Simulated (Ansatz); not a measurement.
# One shape, several levels: AsF3 (arsenic trifluoride)

Wanted: a comparison of 3 runs (CAM-B3LYP/cc-pVDZ, r2SCAN0/cc-pVDZ, RPA@PBE0/cc-pVDZ) of AsF3 (arsenic trifluoride). 

The results are computed with Ansatz 0.2.0.

33 further runs of the same task are left out: 3 that didn't finish, 30 set aside as unsound or not needed.

## (1) The system as given

AsF3 has 4 atoms, charge 0, and is taken as a singlet. As SMILES, `F[As](F)F`. One bond was lengthened or shortened from a relaxed shape.

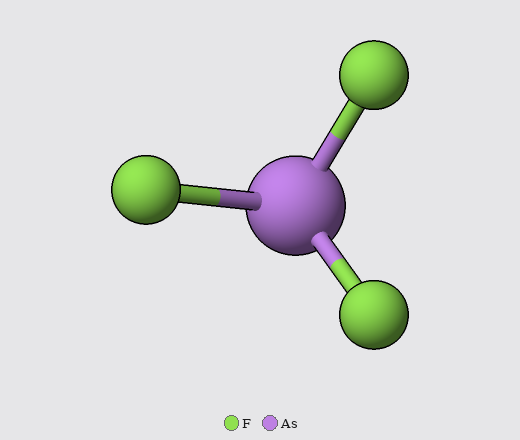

The structure, seen from a chosen angle (fluorine green, arsenic purple).

## (2) The energy at CAM-B3LYP/cc-pVDZ (run 1)

File in.yaml:

```yaml
basis:
  gaussian:
    orbitals: cc-pVDZ
crystal:
  periodic: [false, false, false]
  atoms:
    - {symbol: F, position_ang: [-0.443458, 0.523517, 1.585896]}
    - {symbol: As, position_ang: [-0.461950, -0.457240, -0.125630]}
    - {symbol: F, position_ang: [1.203970, -0.865930, -0.112740]}
    - {symbol: F, position_ang: [-0.296160, 0.927580, -1.124280]}
accuracy: high
output: {orbitals: {seedname: orbitals}}
hamiltonian:
  xc: {name: CAM-B3LYP}
```

Run with:

```sh
$ ansatz run in.yaml --threads 1 --pin off --max-ram 3480MiB --events-out events.jsonl --progress --plain --runs-dir runs
```

The log of the run:

```text
Warning: RAYON_NUM_THREADS=1 ignored (pool sized by the plan → 1); use --threads N
Functional definition: CAM-B3LYP
  name "CAM-B3LYP"
  parameter alpha = 0.19
  parameter beta = 0.46
  parameter omega = 0.33/bohr
  parameter ac = 0.81
  exchange = (1 - alpha - beta)*b88_x + beta*b88_x_sr(omega) + alpha*exact_x + beta*exact_x_lr(omega)
  correlation = (1 - ac)*vwn5_c + ac*lyp_c
1400 factors; integrals over basis functions are off by at most 4.5e-9 eV
256 factors; integrals over basis functions are off by at most 1.9e-9 eV
mean field evaluation 1: about -68988.6775 eV, gradient 5.5e1 eV
mean field evaluation 2: about -68980.6408 eV, gradient 9.2e1 eV
mean field evaluation 4: about -68993.9067 eV, gradient 3.8e0 eV
mean field evaluation 8: about -68993.9974 eV, gradient 1.1e-1 eV
mean field evaluation 16: about -68993.9974 eV, gradient 3.1e-5 eV
mean field -68993.99744228 eV, -2535.4826401928 hartree, gradient 2.4e-8 eV, S^2 0.000000; 0 other end points of the search recorded, 0 dependent functions left out
reference -68993.99745492 eV, -2535.4826406571 hartree; 30, 30 occupied and 39, 39 virtual orbitals, 1400 factors
Total energy: -68993.99745492 eV, -2535.4826406571 hartree
```

Wall time 4.8 s (1 thread of Arm Neoverse V2, shared host); peak memory 0.23 GiB.

## (3) A single-point energy at r2SCAN0/cc-pVDZ (run 2)

File input.yaml:

```yaml
crystal:
  periodic: [false, false, false]
  atoms:
    - {symbol: F, position_ang: [-0.443458, 0.523517, 1.585896]}
    - {symbol: As, position_ang: [-0.461950, -0.457240, -0.125630]}
    - {symbol: F, position_ang: [1.203970, -0.865930, -0.112740]}
    - {symbol: F, position_ang: [-0.296160, 0.927580, -1.124280]}
basis:
  gaussian:
    orbitals: cc-pVDZ
hamiltonian:
  xc: {name: r2SCAN0}
accuracy: high
output: {orbitals: {seedname: orbitals}}
```

Run with:

```sh
$ ansatz run input.yaml --threads 1 --pin off --max-ram 3480MiB --events-out events.jsonl --progress --plain --runs-dir runs
```

The log of the run:

```text
Warning: RAYON_NUM_THREADS=1 ignored (pool sized by the plan → 1); use --threads N
Functional definition: r2SCAN0
  name "r2SCAN0"
  parameter a = 0.25
  parameter k0 = 0.174
  parameter k1 = 0.065
  parameter a1 = 4.9479
  exchange = (1 - a)*r2scan_x(k0 = k0, k1 = k1, a1 = a1) + a*exact_x
  correlation = r2scan_c
1400 factors; integrals over basis functions are off by at most 4.5e-9 eV
mean field evaluation 1: about -68982.5967 eV, gradient 5.2e1 eV
mean field evaluation 2: about -68969.3893 eV, gradient 1.0e2 eV
mean field evaluation 4: about -68987.2529 eV, gradient 4.8e0 eV
mean field evaluation 8: about -68987.3805 eV, gradient 1.6e-1 eV
mean field evaluation 16: about -68987.3806 eV, gradient 1.6e-5 eV
mean field -68987.38056005 eV, -2535.2394742559 hartree, gradient 9.4e-8 eV, S^2 0.000000; 0 other end points of the search recorded, 0 dependent functions left out
reference -68987.38056037 eV, -2535.2394742677 hartree; 30, 30 occupied and 39, 39 virtual orbitals, 1400 factors
Total energy: -68987.38056037 eV, -2535.2394742677 hartree
```

Wall time 9 s (1 thread of Arm Neoverse V2, shared host); peak memory 0.25 GiB.

## (4) A single-point energy at RPA@PBE0/cc-pVDZ (run 3)

File in.yaml:

```yaml
crystal:
  periodic: [false, false, false]
  atoms:
    - {symbol: F, position_ang: [-0.443458, 0.523517, 1.585896]}
    - {symbol: As, position_ang: [-0.461950, -0.457240, -0.125630]}
    - {symbol: F, position_ang: [1.203970, -0.865930, -0.112740]}
    - {symbol: F, position_ang: [-0.296160, 0.927580, -1.124280]}
basis:
  gaussian:
    orbitals: cc-pVDZ
hamiltonian:
  xc: {name: PBE0}
correlation:
  method: rpa
  frozen_orbitals: {As: 9, F: 1}
accuracy: high
```

Run with:

```sh
$ ansatz run in.yaml --threads 1 --pin off --max-ram 3480MiB --events-out events.jsonl --progress --plain --runs-dir runs
```

The log of the run, shortened:

```text
Warning: RAYON_NUM_THREADS=1 ignored (pool sized by the plan → 1); use --threads N
Functional definition: PBE0
  name "PBE0"
[...]
1400 factors; integrals over basis functions are off by at most 4.5e-9 eV
[...]
mean field -68977.46463064 eV, -2534.8750705713 hartree, gradient 9.8e-9 eV, S^2 0.000000; 0 other end points of the search recorded, 0 dependent functions left out
12 core orbitals not correlated: weight in the atoms' cores, before any rotation towards them, 1.000 or more for the frozen orbitals, at most 0.000 for the correlated occupied ones
reference -68912.67007680 eV, -2532.4939146369 hartree; 18, 18 occupied and 39, 39 virtual orbitals, 1400 factors
Total energy: -68938.05299137 eV, -2533.4267195421 hartree
```

Wall time 6.6 s (1 thread of Arm Neoverse V2, shared host); peak memory 0.2 GiB.

## (5) All runs side by side

```tsv
run	level	frozen core orbitals	energy (Eh)	HOMO energy (eV)	LUMO energy (eV)	HOMO–LUMO gap (eV)	wall time
1	CAM-B3LYP/cc-pVDZ	–	-2535.482641	-11.09	-0.62	10.48	4.8 s
2	r2SCAN0/cc-pVDZ	–	-2535.239474	-10.12	-1.77	8.34	9 s
3	RPA@PBE0/cc-pVDZ	12	-2533.426720	–	–	–	6.6 s
```

## (6) Outcome

```
                               quantity           value
                    run 3: total energy  -2533.42672 Eh
run 3: RPA correlation energy (valence)      -932.8 mEh
```

**Reading.** Totals of different functionals can't be ranked against each other. All runs together took 20 s, the longest 9 s.
